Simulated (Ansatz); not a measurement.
# CuH4N2 (charge −1): what the fields show

```csv
atom,x (Å),y (Å),z (Å)
Cu,-0.0814,-0.0932,0.0004
N,-0.3006,-0.0101,1.8449
H,0.0934,0.8534,2.2239
H,0.2255,-0.7499,2.3153
N,0.0224,-0.3081,-1.8436
H,0.8238,0.1960,-2.2284
H,-0.7830,0.1120,-2.3125
```

Geometry: r2SCAN-D4/def2-TZVPD.

All numbers below come from RKS PBE0-D4/def2-TZVPD in Ansatz 0.2.0.

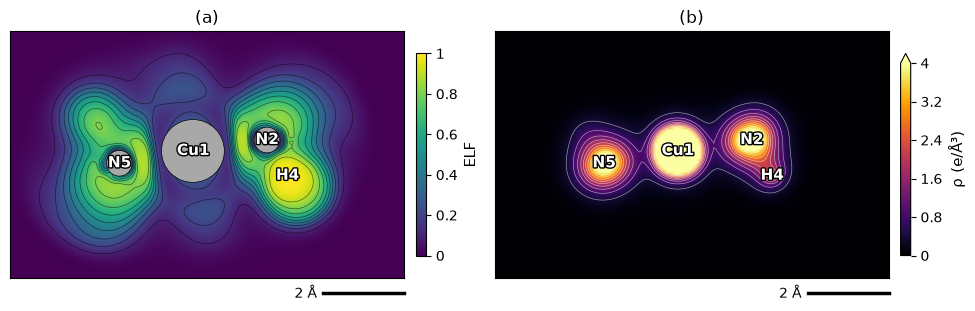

Figure 1. (a) electron localisation function; (b) electron density on the plane of atoms Cu1, N2 and H4. Grey discs cover the atomic cores in the ELF map.

**What do the fields say about this system?**

- The plane passes through Cu, N and H nuclei.
- Cu–N (1.86 Å): ρ is about 0.81 e/Å³ halfway; the ELF peaks at about 0.90 in the valence shell of N, 0.7 Å from its nucleus, and is about 0.25 at the midpoint.
- N–H (1.02 Å): ρ is about 2.7 e/Å³ halfway; the ELF climbs to about 1 towards the hydrogen, as it does in any bond to H: an ordinary covalent bond to hydrogen.

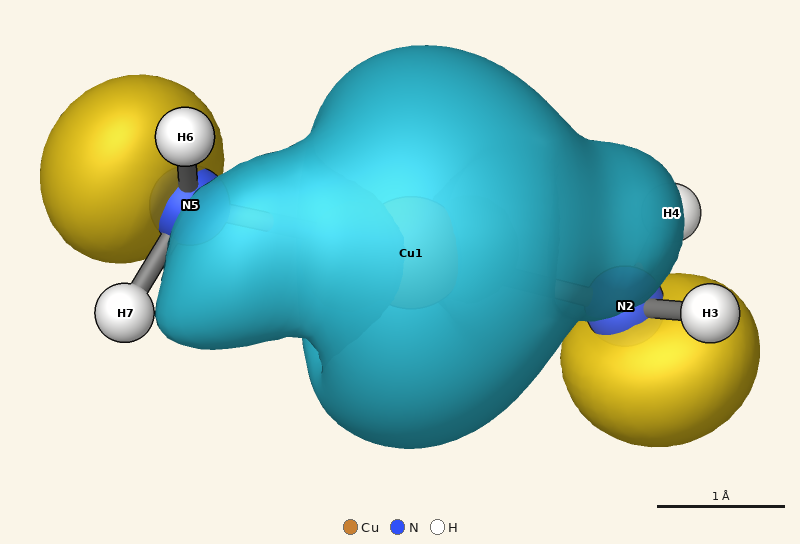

Figure 2. The HOMO at ±0.1 Å⁻³ᐟ² (yellow and cyan are the two phases), seen at a tilt.

**Describe this orbital and give its energy.**

Its weight (Hirshfeld) is mainly on Cu1 (about 70 %), N2 (about 15 %) and N5 (about 15 %). Its energy is −0.46 eV.

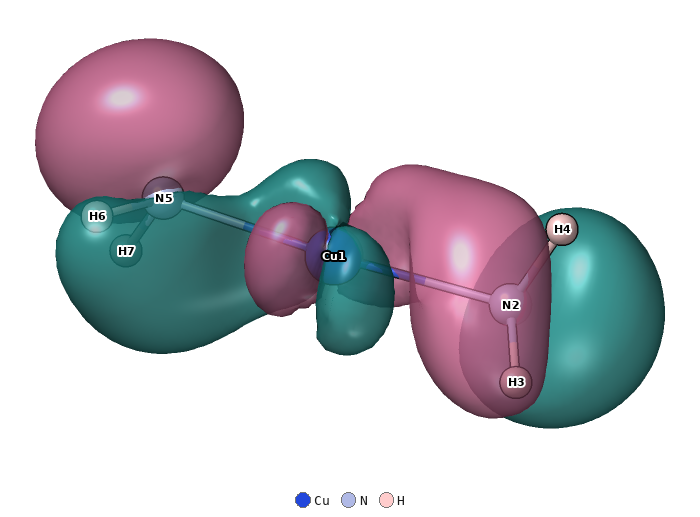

Figure 3. The HOMO−1 at ±0.08 Å⁻³ᐟ² (teal and pink are the two phases), seen at a tilt.

**Where does this orbital lie, and at what energy?**

It lies mainly on Cu1 (about 35 %), N2 (about 25 %) and N5 (about 25 %). Its energy is −0.67 eV.
